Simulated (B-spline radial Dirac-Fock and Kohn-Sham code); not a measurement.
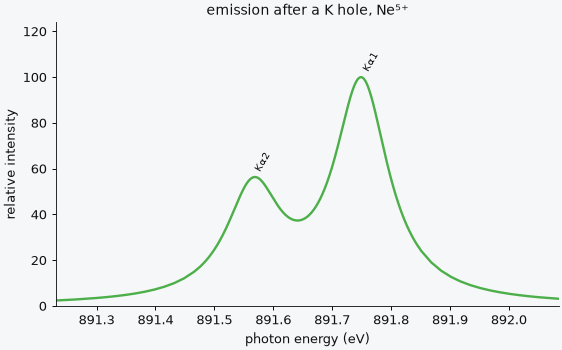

X-ray emission lines that fill a K (1s) hole, broadened by a Lorentzian of 0.11 eV full width. Multiplet splitting by the open shell is left out. It refers to neon in charge state +5 (Ne⁵⁺) in the configuration [He] 2s2 2p1. Method: independent-particle rates on relativistic LDA orbitals of the hole state (multipoles to L = 3), energies from Dirac–Fock ΔSCF (computed with a radial B-spline solver).

Which line is the strongest, where is it and what share of the photons does it carry?

K-L3 (Kα1) at 891.7 eV, 66.6 % of the radiative decays.
